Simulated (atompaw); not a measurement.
**A PAW (atompaw) potential for silicon, from input to tests**

Task: generate the file, and judge it by its logarithmic derivatives, its ghosts and its cutoff.

Program: atompaw 4.2.0.5. Reference atom: PBE, scalar-relativistic, spherical and spin-unpolarised. All values are calculated.

## (1) The atom and the settings

Typed settings, in words:

```
element                 : silicon (Si, Z = 14)
type                    : PAW
frozen core             : [Ne]
valence charge          : 4
reference configuration : 3s2 3p2
partial waves           : 3s (bound): rc 2.10 bohr; 3s channel at 0.95 Ry: rc 2.10 bohr; 3p (bound): rc 2.10 bohr; 3p channel at 0.15 Ry: rc 1.85 bohr; 3d channel at 0.35 Ry: rc 2.10 bohr; 3d channel at 1.35 Ry: rc 2.10 bohr
local potential         : troulliermartins scheme with l = 3 at 0.5 Ry, radius 1.55 bohr
core correction         : smooth core density matched at 1.45 bohr
augmentation charge     : sinc compensation charge, radius 1.26 bohr; PAW radius 2.10 bohr; waves and projectors: custom rrkj gramschmidtortho
```

The nodes and maxima of the atom's own shells, from an earlier all-electron run, set the scale for the radii.

All-electron outer shells of the reference configuration (PBE, scalar-relativistic, ld1.x):

```
shell  level (eV)  outermost node (bohr)  outermost maximum (bohr)
   2s     -139.50                   0.15                      0.45
   2p      -95.56                      –                      0.39
   3s      -10.81                   0.72                      1.80
   3p       -4.08                   0.72                      2.17
```

## (2) The generation run

Si.input reads:

```
Si 14
GGA-PBE scalarrelativistic loggrid 1500 logderivrange -3 5 201
3 3 0 0 0 0
3 1 2
0 0 0
c
c
v
c
v
2
2.10 1.26 1.55 1.45
y
0.95
n
y
0.15
n
y
0.35
y
1.35
n
custom rrkj gramschmidtortho sinc
3 0.5 troulliermartins
2.10
2.10
2.10
1.85
2.10
2.10
PWSCFOUT
UPFDX 0.0125d0 UPFXMIN -7.d0 UPFZMESH 14.d0
END
```

The run is started by

```console
$ atompaw < Si.input > Si.log
```

What the program wrote to the file Si (summary file):

```text
 Completed calculations for Si (AE)

 Exchange-correlation type: GGA, Perdew-Burke-Ernzerhof

 Radial integration grid is logarithmic 
 r0 =   5.6515946E-04 h =   7.9122324E-03   n =      1500 rmax =   8.0000000E+01

 Scalar relativistic calculation

 AEatom converged in  30 iterations
   nz     =  14.00
   delta  =       2.219829244324E-17

 All Electron Orbital energies:         
  n  l      occupancy      energy
  1  0      2.0000000E+00 -1.3126400E+02
  2  0      2.0000000E+00 -1.0253096E+01
  3  0      2.0000000E+00 -7.9472925E-01
  2  1      6.0000000E+00 -7.0234712E+00
  3  1      2.0000000E+00 -2.9996295E-01

 Total energy
   Total                    :     -579.67368138932579

 ---
 Completed calculations for Si (SC)

 Exchange-correlation type: GGA, Perdew-Burke-Ernzerhof

 Radial integration grid is logarithmic 
 r0 =   5.6515946E-04 h =   7.9122324E-03   n =      1500 rmax =   8.0000000E+01

 Scalar relativistic calculation

 SCatom converged in   1 iterations
   nz     =  14.00
   delta  =       1.698419930797E-18

 Valence Electron Orbital energies:         
  n  l      occupancy      energy
   3  0      2.0000000E+00 -7.9472925E-01
   3  1      2.0000000E+00 -2.9996295E-01

 Total energy
   Total                    :     -579.67368138938764
   Valence                  :      -46.32758577969085

 PAW parameters: 
       lmax =            2
         rc =    2.1004209338170639     
        irc =         1040
   rc_shape =    1.2656394508771001     
    rc_vloc =    1.5548491890057996     
    rc_core =    1.4594460495643602     
   Vloc: Norm-conserving Troullier-Martins with l= 3;e=   5.0000E-01
   Projector type: RRKJ pseudization + Gram-Schmidt ortho.
   Sinc^2 compensation charge shape zeroed at   1.2656E+00

 Number of basis functions     6
 No.   n  nodes  l      Energy         Cp coeff         Occ
  1    3    2    0   -0.7947292E+00  0.1000000E+01  0.2000000E+01
  2  999    3    0    0.9500000E+00  0.1538009E-01  0.0000000E+00
  3    3    1    1   -0.2999630E+00  0.1000000E+01  0.2000000E+01
  4  999    2    1    0.1500000E+00  0.6520947E-02  0.0000000E+00
  5  999    0    2    0.3500000E+00  0.1000000E+01  0.0000000E+00
  6  999    1    2    0.1350000E+01 -0.4208137E-01  0.0000000E+00

 Eigenvalues of overlap operator (in the basis of projectors):
    1        6.37126227E-03
    2        1.21614279E+00
    3        1.65856151E+00
    4        1.73214565E+00
    5        2.88631514E+01
    6        2.91072216E+04

 Orbital leakage outside PAW augmentation regions
   orb  is_core?  %out_of_sphere
   1 0    T           0.00
   2 0    T           0.01
   3 0    F          47.18
   2 1    T           0.03
   3 1    F          68.15

 Summary of PAW energies
   Total valence energy     :    -46.32759388294392
   Smooth energy            :     15.62720703682134
   One center               :    -61.95480091976526
   Smooth kinetic           :      2.81884889239474
   Vloc energy              :     -0.17009221154564
   Smooth exch-corr         :     -3.20810446416939
   One-center xc            :    -38.08924040313460

  Detected negative values for pseudo core + nhat
    which may cause trouble 
  Please try reducing rc_core and or adjusting compensation charge shape
```

Wall time 1.2 s (1 thread of Intel Xeon 6975P-C, shared host).

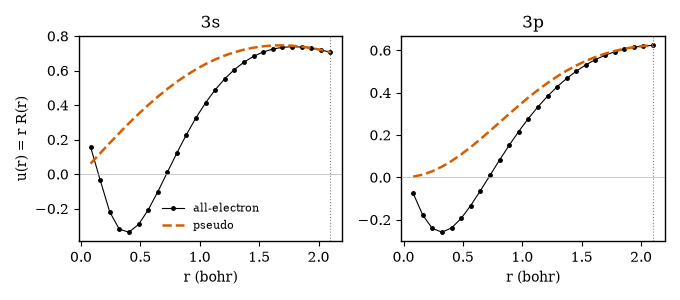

Bound waves of the atom and their pseudo partners (3s, 3p), with the matching radii dotted. The curves join 26 sampled radii.

## (3) Logarithmic derivatives

Taken from the files of the generation run. The phase is arctan(r·u′/u) with u = r·R, unwrapped, with energies in Ry. A pole is an energy at which the radial function vanishes at the test radius. The pseudo phase is shifted by a multiple of π to meet the all-electron one at the reference energy. Levels narrower than the energy grid can be missing from the poles. The last column is the largest difference on the grid between −1 and +1 Ry.

| channel | radius (bohr) | reference (Ry) | poles AE | poles PS | window around the reference with phases within 0.05 rad (Ry) | largest difference near zero (rad) |
| --- | --- | --- | --- | --- | --- | --- |
| s | 2.10 | -0.79 | 1.52 | 1.52 | below 4.1 | 0.000 |
| p | 2.10 | -0.30 | 2.48 | 2.41 | below 3.6 | 0.000 |
| d | 2.10 | 0.35 | 3.24 | 2.91, 3.67 | below 2.9 | 0.000 |

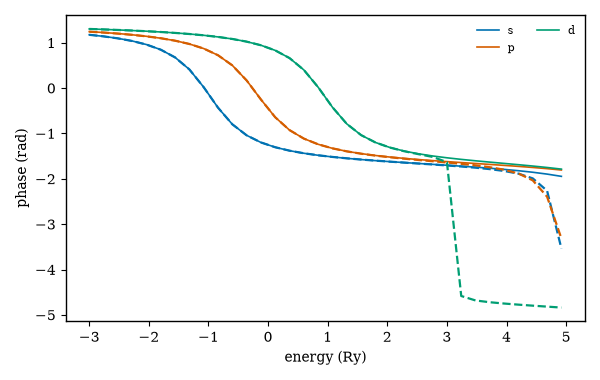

Phases by channel: all-electron solid, pseudo dashed.

## (4) Plane-wave convergence, by spherical Bessel functions

This step uses the generator's waves and projectors in a separate script. Basis: spherical Bessel functions vanishing at 20 bohr, q² up to the cutoff; potential fixed at the reference.

All-electron valence levels (Ry): 3s -0.7947, 3p -0.3000. The lowest levels of each channel (Ry) by cutoff; the last column sums, over occupied levels, occupation times the distance from the level at 400 Ry. A positive value at high cutoff is not a bound level.

```
cutoff (Ry)     s #1     p #1    d #1    f #1  Σ f·Δε (mRy)
          8  -0.7946  -0.2952  0.0549  0.1092           9.7
         10  -0.7946  -0.2984  0.0548  0.1092           3.5
         12  -0.7947  -0.2994  0.0547  0.1092           1.4
         15  -0.7947  -0.2999  0.0547  0.1092           0.4
         18  -0.7947  -0.2999  0.0546  0.1092           0.1
         21  -0.7947  -0.3000  0.0546  0.1092           0.1
        400  -0.7948  -0.3000  0.0546  0.1092           0.0
```

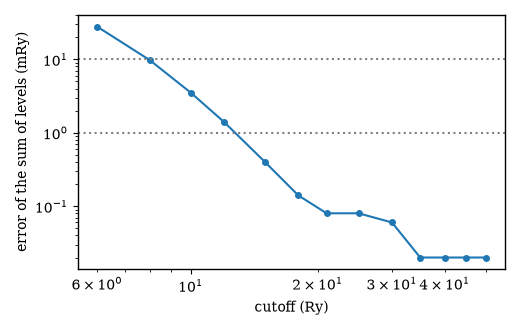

Occupation-weighted error of the valence levels against the cutoff; the dotted lines mark 10 and 1 mRy.

The sum stays within 10 mRy from 8 Ry and within 1 mRy from 15 Ry. The sum leaves out empty levels, which can need more. Ghost test: no level below the all-electron spectrum of its channel (s, p, d, f tested).

## (5) Summary of results

| quantity | value |
| --- | --- |
| cutoffs for 10 and 1 mRy, occupied levels | 8 Ry and 15 Ry |
| bound ghosts | none found |
| largest phase difference near zero energy, channels read | 0.000 rad |
| lowest eigenvalue of the overlap (Bessel basis) | 0.377 (s) |
| share of valence orbitals outside the PAW sphere | 3s 47 %, 3p 68 % |
| UPF file | not written |

The potential is soft on the atom: the looser tolerance needs 8 Ry. The slowest occupied level is 3p: taken alone it needs 12 Ry to come within 1 mRy, against 6 Ry or less for 3s. No bound ghost shows below the valence levels. Near zero energy the phases of the channels with partial waves agree within 0.001 rad. The pseudo core plus compensation charge is negative at some radii, so no UPF file was written. These are tests on the free atom; a crystal test is still owed.
